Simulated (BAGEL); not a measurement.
# C2H9NSi (SMILES CN(C)[SiH3]) at HF/3-21G (density fitting with cc-pvqz-jkfit)

What is the energy change on altering one bond length of C2H9NSi at HF/3-21G (density fitting with cc-pvqz-jkfit)? 

Program for the calculation: BAGEL 1.2.2.

## Step 1: Starting point

C2H9NSi: 13 atoms, total charge 0, spin state singlet. As SMILES, `CN(C)[SiH3]`. The coordinates come from a PBE0-D4/def2-TZVP relaxation.

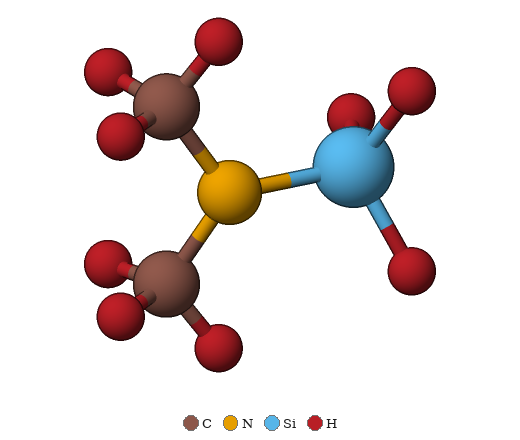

Viewed from a chosen angle; carbon brown, nitrogen amber, silicon blue, hydrogen red.

## Step 2: A single-point energy at HF/3-21G (density fitting with cc-pvqz-jkfit)

Contents of input.json:

```json
{ "bagel": [

{
  "title": "molecule",
  "basis": "3-21g",
  "df_basis": "cc-pvqz-jkfit",
  "angstrom": true,
  "geometry": [
    { "atom": "C", "xyz": [      -0.853400,       1.051500,      -0.567400 ] },
    { "atom": "N", "xyz": [      -0.064300,       0.101400,       0.176900 ] },
    { "atom": "C", "xyz": [       1.257300,       0.576800,       0.503700 ] },
    { "atom": "Si", "xyz": [      -0.404400,      -1.580400,       0.101900 ] },
    { "atom": "H", "xyz": [      -0.416100,       1.292500,      -1.548500 ] },
    { "atom": "H", "xyz": [      -0.947500,       1.991500,      -0.009400 ] },
    { "atom": "H", "xyz": [      -1.860700,       0.663700,      -0.735400 ] },
    { "atom": "H", "xyz": [       1.197400,       1.509100,       1.079000 ] },
    { "atom": "H", "xyz": [       1.870100,       0.778300,      -0.388400 ] },
    { "atom": "H", "xyz": [       1.787100,      -0.156700,       1.115700 ] },
    { "atom": "H", "xyz": [       0.068700,      -2.275300,      -1.137100 ] },
    { "atom": "H", "xyz": [      -1.879700,      -1.752300,       0.167000 ] },
    { "atom": "H", "xyz": [       0.265600,      -2.234700,       1.256700 ] }
  ]
},

{ "title": "hf" },

{ "title": "print", "file": "orbitals.molden", "orbitals": true }

]}
```

Launch:

```
BAGEL_NUM_THREADS=1 BAGEL input.json > input.out
```

The log of the run:

```text
* using 1 threads per process

  ===============================================================
  ===============================================================

  *** Geometry ***

  { "atom" : "C", "xyz" : [     -1.612692,      1.987047,     -1.072231 ] },
  { "atom" : "N", "xyz" : [     -0.121509,      0.191618,      0.334293 ] },
  { "atom" : "C", "xyz" : [      2.375953,      1.089994,      0.951855 ] },
  { "atom" : "Si", "xyz" : [     -0.764205,     -2.986523,      0.192563 ] },
  { "atom" : "H", "xyz" : [     -0.786315,      2.442471,     -2.926241 ] },
  { "atom" : "H", "xyz" : [     -1.790516,      3.763390,     -0.017763 ] },
  { "atom" : "H", "xyz" : [     -3.516213,      1.254211,     -1.389705 ] },
  { "atom" : "H", "xyz" : [      2.262758,      2.851786,      2.039014 ] },
  { "atom" : "H", "xyz" : [      3.533977,      1.470774,     -0.733970 ] },
  { "atom" : "H", "xyz" : [      3.377130,     -0.296120,      2.108367 ] },
  { "atom" : "H", "xyz" : [      0.129824,     -4.299694,     -2.148808 ] },
  { "atom" : "H", "xyz" : [     -3.552118,     -3.311367,      0.315584 ] },
  { "atom" : "H", "xyz" : [      0.501911,     -4.222971,      2.374819 ] },

  Number of auxiliary basis functions:      925

  Since a DF basis is specified, we compute 2- and 3-index integrals:
    o Being stored without compression. Storage requirement is 0.025 GB

  Number of basis functions:       58
  Number of electrons      :       42

    * METHOD: MOLECULE                             0.70

  *** RHF ***

  === Nuclear Repulsion ===
   180.6352916615

      * DIIS with orbital gradients will be used.

  === RHF iteration (3-21g) ===
      0       -421.98291874          0.01674409           0.09
      1       -422.05009080          0.00731993           0.08
      2       -422.06466862          0.00198577           0.08
      3       -422.06577449          0.00022954           0.08
      4       -422.06579441          0.00006087           0.07
      5       -422.06579688          0.00001142           0.08
      6       -422.06579706          0.00000346           0.08
      7       -422.06579708          0.00000068           0.07
      8       -422.06579708          0.00000018           0.07
      9       -422.06579708          0.00000006           0.07
     10       -422.06579708          0.00000002           0.07
     11       -422.06579708          0.00000001           0.07
    * SCF iteration converged.

    * Permanent dipole moment:
           (   -0.148979,    -0.311914,     0.155548) a.u.

    * METHOD: HF                                   1.07

    * METHOD: PRINT                                0.00

  ===============================================================
```

Wall time 2.1 s (1 thread of Intel Xeon 6975P-C (Granite Rapids), shared host); peak memory 0.14 GiB.

## Step 3: The distorted shape, same level

Contents of input.json:

```json
{ "bagel" : [

{
  "title" : "molecule",
  "basis" : "3-21g",
  "df_basis" : "cc-pvqz-jkfit",
  "angstrom" : "true",
  "geometry" : [
    { "atom" : "C", "xyz" : [      -1.159777,       0.950758,      -0.121384 ] },
    { "atom" : "N", "xyz" : [      -0.370677,       0.000658,       0.622916 ] },
    { "atom" : "C", "xyz" : [       0.950923,       0.476058,       0.949716 ] },
    { "atom" : "Si", "xyz" : [      -0.710777,      -1.681142,       0.547916 ] },
    { "atom" : "H", "xyz" : [      -0.722477,       1.191758,      -1.102484 ] },
    { "atom" : "H", "xyz" : [      -1.253877,       1.890758,       0.436616 ] },
    { "atom" : "H", "xyz" : [      -2.167077,       0.562958,      -0.289384 ] },
    { "atom" : "H", "xyz" : [       0.891023,       1.408358,       1.525016 ] },
    { "atom" : "H", "xyz" : [       1.870100,       0.778300,      -0.388400 ] },
    { "atom" : "H", "xyz" : [       1.480723,      -0.257442,       1.561716 ] },
    { "atom" : "H", "xyz" : [      -0.237677,      -2.376042,      -0.691084 ] },
    { "atom" : "H", "xyz" : [      -2.186077,      -1.853042,       0.613016 ] },
    { "atom" : "H", "xyz" : [      -0.040777,      -2.335442,       1.702716 ] }
  ]
},

{
  "title" : "hf"
},

{
  "title" : "print",
  "file" : "orbitals.molden",
  "orbitals" : "true"
}

]}
```

Launch:

```
BAGEL_NUM_THREADS=1 BAGEL input.json > input.out
```

The log of the run:

```text
* using 1 threads per process

  ===============================================================
  ===============================================================

  *** Geometry ***

  { "atom" : "C", "xyz" : [     -2.191661,      1.796672,     -0.229383 ] },
  { "atom" : "N", "xyz" : [     -0.700478,      0.001243,      1.177141 ] },
  { "atom" : "C", "xyz" : [      1.796984,      0.899619,      1.794703 ] },
  { "atom" : "Si", "xyz" : [     -1.343174,     -3.176898,      1.035411 ] },
  { "atom" : "H", "xyz" : [     -1.365284,      2.252096,     -2.083393 ] },
  { "atom" : "H", "xyz" : [     -2.369484,      3.573015,      0.825085 ] },
  { "atom" : "H", "xyz" : [     -4.095182,      1.063836,     -0.546857 ] },
  { "atom" : "H", "xyz" : [      1.683789,      2.661411,      2.881863 ] },
  { "atom" : "H", "xyz" : [      3.533977,      1.470774,     -0.733970 ] },
  { "atom" : "H", "xyz" : [      2.798161,     -0.486495,      2.951216 ] },
  { "atom" : "H", "xyz" : [     -0.449144,     -4.490069,     -1.305959 ] },
  { "atom" : "H", "xyz" : [     -4.131087,     -3.501742,      1.158432 ] },
  { "atom" : "H", "xyz" : [     -0.077057,     -4.413346,      3.217667 ] },

  Number of auxiliary basis functions:      925

  Since a DF basis is specified, we compute 2- and 3-index integrals:
    o Being stored without compression. Storage requirement is 0.025 GB

  Number of basis functions:       58
  Number of electrons      :       42

    * METHOD: MOLECULE                             0.73

  *** RHF ***

  === Nuclear Repulsion ===
   178.8374859531

      * DIIS with orbital gradients will be used.

  === RHF iteration (3-21g) ===
      0       -421.90903296          0.01599759           0.09
      1       -421.97255685          0.00726240           0.08
      2       -421.98690614          0.00212503           0.08
      3       -421.98823864          0.00025273           0.08
      4       -421.98827015          0.00009379           0.08
      5       -421.98827541          0.00001856           0.07
      6       -421.98827573          0.00000553           0.07
      7       -421.98827575          0.00000185           0.07
      8       -421.98827575          0.00000043           0.07
      9       -421.98827575          0.00000015           0.07
     10       -421.98827575          0.00000005           0.07
     11       -421.98827575          0.00000002           0.08
     12       -421.98827575          0.00000000           0.08
    * SCF iteration converged.

    * Permanent dipole moment:
           (    0.195125,    -0.175572,    -0.108154) a.u.

    * METHOD: HF                                   1.15

    * METHOD: PRINT                                0.00

  ===============================================================
```

Run time: 2.2 s. Hardware: 1 thread of Intel Xeon 6975P-C (Granite Rapids), shared host; peak memory 0.14 GiB.

## Step 4: Results

Level: HF/3-21G (density fitting with cc-pvqz-jkfit).

```
                                                         quantity          value
                                        first shape: total energy  -422.06580 Eh
                                       first shape: dipole moment         0.96 D
                                         first shape: HOMO energy       -9.27 eV
                                         first shape: LUMO energy        4.79 eV
                                       first shape: HOMO–LUMO gap       14.06 eV
                                    distorted shape: total energy  -421.98828 Eh
                                   distorted shape: dipole moment         0.72 D
                                     distorted shape: HOMO energy       -9.05 eV
                                     distorted shape: LUMO energy        4.48 eV
                                   distorted shape: HOMO–LUMO gap       13.54 eV
energy change with the C3–H9 bond stretched from 1.101 to 1.651 Å       2.109 eV
```

**Reading.** With the C3–H9 bond stretched from 1.101 to 1.651 Å the energy rises by 2.11 eV (204 kJ/mol). The first shape isn't relaxed at this level, so the change isn't measured from a minimum.
